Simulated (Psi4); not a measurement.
# OF2 (oxygen difluoride) at BP86/6-31G(d) (spherical functions, sweep point 5)

What is the vertical electron affinity of OF2 (oxygen difluoride) at BP86/6-31G* (spherical functions, sweep point 5)? 

The calculation is run with Psi4 1.11.

4 further runs of the same task are left out: 4 set aside as unsound or not needed.

## (1) Starting point

The species is OF2 (3 atoms), meant as a singlet with charge 0. SMILES: `FOF`. Geometry: relaxed at PBE0-D4/def2-TZVP.

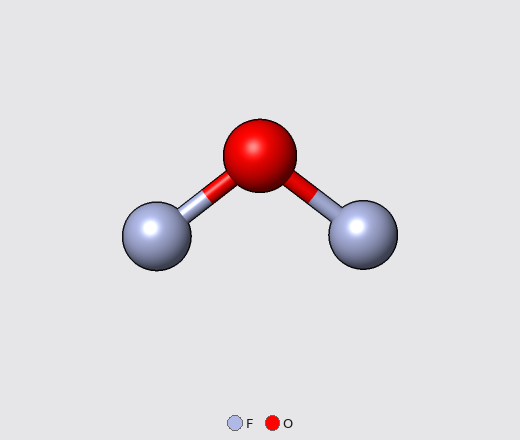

Viewed from a chosen angle; fluorine light blue, oxygen red.

## (2) The energy at BP86/6-31G(d) (spherical functions, sweep point 5)

File f2o.inp:

```
memory 1600 mb

molecule molecule1 {
  0 1
  F      1.80145702    -0.64243129     0.92269657
  O      0.00098266     1.06563546     0.11723861
  F     -1.80243967    -0.42322306    -1.03993518
  units bohr
  symmetry c1
}

set basis 6-31G*
set puream true
set scf_type pk
set dft_radial_points 75
set dft_spherical_points 302

energy('bp86')
```

Run with:

```console
$ psi4 -n 1 f2o.inp f2o.out
```

f2o.out:

```text
[...]
  Running in c1 symmetry.
[...]
  Nuclear repulsion =   74.899326465637344
[...]
  Multiplicity = 1
[...]
  Nalpha       = 13
  Nbeta        = 13
[...]
    Number of basis functions: 42
[...]
   @RKS iter   1:  -274.63914450543587   -2.43359e-01   6.12852e-03 DIIS/ADIIS
[...]
   @RKS iter   7:  -274.66100093562648   -2.72468e-08   7.88407e-07 DIIS
[...]
    Orbital Energies [Eh]
    ---------------------
    Doubly Occupied:
       1A    -24.361881     2A    -24.361865     3A    -18.986772
       4A     -1.241497     5A     -1.123751     6A     -0.842881
       7A     -0.565163     8A     -0.508649     9A     -0.469087
      10A     -0.375803    11A     -0.375240    12A     -0.363933
      13A     -0.252691
[...]
  @RKS Final Energy:  -274.66100093562648
   => Energetics <=
    Nuclear Repulsion Energy =             74.8993264656373441
    One-Electron Energy =                -530.4657827109693926
    Two-Electron Energy =                 210.2499822312491347
    DFT Exchange-Correlation Energy =     -29.3445269215435474
    Empirical Dispersion Energy =           0.0000000000000000
    VV10 Nonlocal Energy =                  0.0000000000000000
    Total Energy =                       -274.6610009356264754
[...]
 Multipole Moments:
 ------------------------------------------------------------------------------------
     Multipole            Electronic (a.u.)      Nuclear  (a.u.)        Total (a.u.)
 ------------------------------------------------------------------------------------
 L = 1.  Multiply by 2.5417464519 to convert [e a0] to [Debye]
 Dipole X            :         -0.0230759            0.0256463            0.0025704
 Dipole Y            :         -0.4295300            0.4778271            0.0482971
 Dipole Z            :         -0.0000000            0.0000000           -0.0000000
 Magnitude           :                                                    0.0483655
[...]
```

Run time: 3.3 s. Hardware: 1 thread of Intel Xeon at 2.70GHz, shared host; peak memory 0.28 GiB.

## (3) The doublet anion, same level

File calc.inp:

```
memory 1600 MB

molecule {
  -1 2
  F      1.80145702    -0.64243129     0.92269657
  O      0.00098266     1.06563546     0.11723861
  F     -1.80243967    -0.42322306    -1.03993518
  units au
  symmetry c1
}

set globals {
  basis 6-31G*
  reference uks
  puream true
  scf_type pk
  dft_radial_points 75
  dft_spherical_points 302
  maxiter 100
}

e = energy("bp86")
```

Run with:

```console
$ psi4 calc.inp calc.out -n 1
```

calc.out:

```text
[...]
  Running in c1 symmetry.
[...]
  Nuclear repulsion =   74.899326465637344
[...]
  Multiplicity = 2
[...]
  Nalpha       = 14
  Nbeta        = 13
[...]
    Number of basis functions: 42
[...]
   @UKS iter   1:  -274.46681371012124   -7.10277e-02   1.29312e-02 DIIS/ADIIS
[...]
   @UKS iter   9:  -274.56862624591662   -1.80717e-09   3.00933e-07 DIIS
[...]
   @S^2 Observed:                7.514424530E-01
[...]
    Orbital Energies [Eh]
    ---------------------
    Alpha Occupied:
       1A    -23.928276     2A    -23.928256     3A    -18.496549
       4A     -0.824601     5A     -0.721956     6A     -0.443442
       7A     -0.164541     8A     -0.116531     9A     -0.075356
      10A      0.009641    11A      0.011464    12A      0.025275
      13A      0.149171    14A      0.296947
    Alpha Virtual:
      15A      0.327397    16A      1.075397    17A      1.090626
      18A      1.149025    19A      1.289630    20A      1.348893
      21A      1.442465    22A      1.453782    23A      1.474977
      24A      1.491961    25A      1.573060    26A      1.733649
[...]
  @UKS Final Energy:  -274.56862624591662
   => Energetics <=
    Nuclear Repulsion Energy =             74.8993264656373441
    One-Electron Energy =                -541.0480421632896650
    Two-Electron Energy =                 221.4837997641834590
    DFT Exchange-Correlation Energy =     -29.9037103124477568
    Empirical Dispersion Energy =           0.0000000000000000
    VV10 Nonlocal Energy =                  0.0000000000000000
    Total Energy =                       -274.5686262459166187
[...]
 Multipole Moments:
 ------------------------------------------------------------------------------------
     Multipole            Electronic (a.u.)      Nuclear  (a.u.)        Total (a.u.)
 ------------------------------------------------------------------------------------
 L = 1.  Multiply by 2.5417464519 to convert [e a0] to [Debye]
 Dipole X            :         -0.0302960            0.0256463           -0.0046497
 Dipole Y            :         -0.5656396            0.4778271           -0.0878125
 Dipole Z            :         -0.0000000            0.0000000           -0.0000000
 Magnitude           :                                                    0.0879355
[...]
```

It took 3.9 s on 1 thread of Intel Xeon at 2.70GHz, shared host; peak memory 0.28 GiB.

## (4) Summary of results

At BP86/6-31G* (spherical functions, sweep point 5):

| quantity | value |
| --- | --- |
| singlet OF2: total energy | -274.66100 Eh |
| singlet OF2: dipole moment | 0.12 D |
| singlet OF2: HOMO energy | -6.88 eV |
| singlet OF2: LUMO energy | -3.02 eV |
| singlet OF2: HOMO–LUMO gap | 3.86 eV |
| doublet anion: total energy | -274.56863 Eh |
| doublet anion: HOMO energy (highest over α and β) | 8.08 eV |
| doublet anion: LUMO energy (lowest over α and β) | 8.91 eV |
| doublet anion: ⟨S²⟩ | 0.751 |
| vertical electron affinity (to the doublet anion) | -2.514 eV |

In words: The anion lies 2.51 eV (243 kJ/mol) above the neutral: the electron isn't bound at this level, and such a value depends on the basis. Without diffuse functions anions come out too high. The HOMO (doublet anion) lies at positive energy, 8.08 eV, as semi-local functionals often give for anions; only total energies tell whether the electron is bound.
